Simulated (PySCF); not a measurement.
**NEVPT2(2,2)/LANL2DZ (core potential) run of InH3 (SMILES [H][In]([H])[H])**

What is the energy change on altering one bond length of InH3 at NEVPT2(2,2)/LANL2DZ (core potential)? 

The calculation is run with PySCF 2.14.0.

6 further runs of the same task are left out: 6 set aside as unsound or not needed.

## Step 1: The system as given

The species is InH3 (4 atoms), meant as a singlet with charge 0. SMILES: `[H][In]([H])[H]`. Geometry: a GFN2-xTB relaxation, a rough one for these elements and not checked as a minimum.

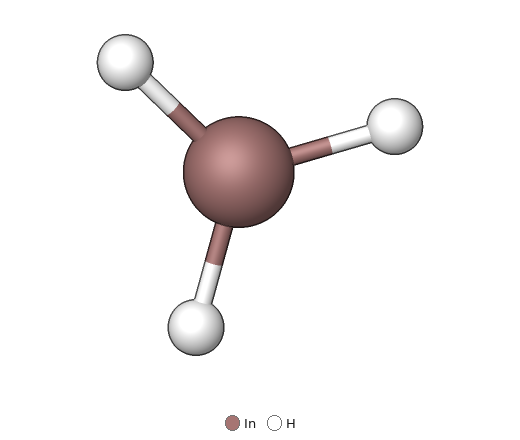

Viewed from a chosen angle; indium brown, hydrogen white.

## Step 2: The energy at NEVPT2(2,2)/LANL2DZ (core potential)

Contents of input.py:

```python
import numpy
from pyscf import gto, scf, mp, mcscf, mrpt

mol = gto.M(
    atom='''
In     0.000640    -0.000740    -0.000540
H      1.718930    -0.027790     0.013510
H     -0.834510     1.501400    -0.017780
H     -0.885060    -1.472880     0.004810
''',
    spin=0,
    charge=0,
    max_memory=1860,
    verbose=3,
    basis='lanl2dz',
    ecp={'In': 'lanl2dz'},
)

myscf = mol.RHF()
myscf.conv_tol = 1e-10
myscf.kernel()
if not myscf.converged:
    myscf = myscf.newton().run(myscf.mo_coeff, myscf.mo_occ)

pt = mp.MP2(scf.addons.convert_to_uhf(myscf)).run()
noons, natorbs = mcscf.addons.make_natural_orbitals(pt)
print('natural occupations', numpy.round(noons[:40], 4))
cas = mcscf.CASSCF(myscf, 2, 2)
cas.fix_spin_(ss=0.0)
cas.natorb = True
cas.kernel(natorbs)
e_pt2 = mrpt.NEVPT(cas).kernel()
energy = cas.e_tot + e_pt2
print('Final energy', energy)
```

Launch:

```console
OMP_NUM_THREADS=1 python input.py
```

Output:

```text
converged SCF energy = -3.47747306346487
E(UMP2) = -3.51671916579665  E_corr = -0.0392461023317806
E(SCS-UMP2) = -3.52368774847795  E_corr = -0.0462146850130766
natural occupations [1.9887e+00 1.9833e+00 1.9833e+00 1.7500e-02 9.4000e-03 9.3000e-03
 2.8000e-03 1.8000e-03 1.8000e-03 9.0000e-04 6.0000e-04 6.0000e-04
 0.0000e+00 0.0000e+00]
CASSCF energy = -3.49303751116734
CASCI E = -3.49303751116734  E(CI) = -1.38865295710411  S^2 = 0.0000000
Sr    (-1)',   E = -0.00000000003242
Si    (+1)',   E = -0.00000000003643
Sijrs (0)  ,   E = -0.02075561147454
Sijr  (+1) ,   E = -0.00202558046879
Srsi  (-1) ,   E = -0.00265329947268
Srs   (-2) ,   E = -0.00121067194046
Sij   (+2) ,   E = -0.00015145788557
Sir   (0)' ,   E = -0.00051059729273
Nevpt2 Energy = -0.027307218603635
Final energy -3.520344729770971
```

Run time: 1.3 s. Hardware: 1 thread of Arm Neoverse V1, shared host; peak memory 0.12 GiB.

## Step 3: The distorted shape, same level

Contents of run.py:

```python
import numpy
from pyscf import gto, scf, mp, mcscf, mrpt

system = gto.M(
    atom='''
In     0.316820    -0.569070     0.005495
H      3.563918    -0.620187     0.032046
H     -1.576995     2.837235    -0.033599
H     -1.356910    -3.351012     0.015605
''',
    basis='lanl2dz',
    unit='bohr',
    ecp={'In': 'lanl2dz'},
    max_memory=1860,
    verbose=3,
)

mf = scf.RHF(system)
mf.conv_tol = 1e-10
mf.kernel()
if not mf.converged:
    mf = mf.newton().run(mf.mo_coeff, mf.mo_occ)

pt = mp.MP2(scf.addons.convert_to_uhf(mf)).run()
noons, natorbs = mcscf.addons.make_natural_orbitals(pt)
print('natural occupations', numpy.round(noons[:40], 4))
cas = mcscf.CASSCF(mf, 2, 2)
cas.fix_spin_(ss=0.0)
cas.natorb = True
cas.kernel(natorbs)
e_pt2 = mrpt.NEVPT(cas).kernel()
energy = cas.e_tot + e_pt2
print('E(%s) = %.9f' % ('NEVPT2', energy))
```

Launch:

```console
OMP_NUM_THREADS=1 python run.py
```

Output:

```text
converged SCF energy = -3.46020193931203
E(UMP2) = -3.50190408110668  E_corr = -0.0417021417946516
E(SCS-UMP2) = -3.50934017415778  E_corr = -0.0491382348457445
natural occupations [1.9876e+00 1.9827e+00 1.9777e+00 2.3000e-02 1.1100e-02 9.3000e-03
 2.9000e-03 1.8000e-03 1.7000e-03 1.0000e-03 6.0000e-04 6.0000e-04
 0.0000e+00 0.0000e+00]
CASSCF energy = -3.48099657831964
CASCI E = -3.48099657831964  E(CI) = -1.26036292219845  S^2 = 0.0000000
Sr    (-1)',   E = 0.00000000001289
Si    (+1)',   E = -0.00000000000037
Sijrs (0)  ,   E = -0.02060674562226
Sijr  (+1) ,   E = -0.00251769451377
Srsi  (-1) ,   E = -0.00269827460693
Srs   (-2) ,   E = -0.00100621425819
Sij   (+2) ,   E = -0.00022025694645
Sir   (0)' ,   E = -0.00062227546396
Nevpt2 Energy = -0.027671461399053
E(NEVPT2) = -3.508668040
```

Run time: 1.1 s. Hardware: 1 thread of Arm Neoverse V1, shared host; peak memory 0.12 GiB.

## Step 4: Results

At NEVPT2(2,2)/LANL2DZ (core potential):

| quantity | value |
| --- | --- |
| first shape: total energy | -3.52034 Eh |
| first shape: dipole moment (Hartree–Fock density) | 0.01 D |
| first shape: HOMO energy (Hartree–Fock orbitals) | -11.13 eV |
| first shape: LUMO energy (Hartree–Fock orbitals) | 0.53 eV |
| first shape: HOMO–LUMO gap (Hartree–Fock orbitals) | 11.66 eV |
| distorted shape: total energy | -3.50867 Eh |
| distorted shape: dipole moment (Hartree–Fock density) | 0.72 D |
| distorted shape: HOMO energy (Hartree–Fock orbitals) | -10.33 eV |
| distorted shape: LUMO energy (Hartree–Fock orbitals) | 0.42 eV |
| distorted shape: HOMO–LUMO gap (Hartree–Fock orbitals) | 10.76 eV |
| energy change with the In1–H3 bond stretched from 1.719 to 2.063 Å | 0.318 eV |

In words: With the In1–H3 bond stretched from 1.719 to 2.063 Å the energy rises by 0.32 eV (7.3 kcal/mol). The first shape isn't relaxed at this level, so the change isn't measured from a minimum. Mulliken charges (distorted shape) of the mean-field density run from -0.21 on H3 to +0.61 on In1; they depend strongly on the basis.
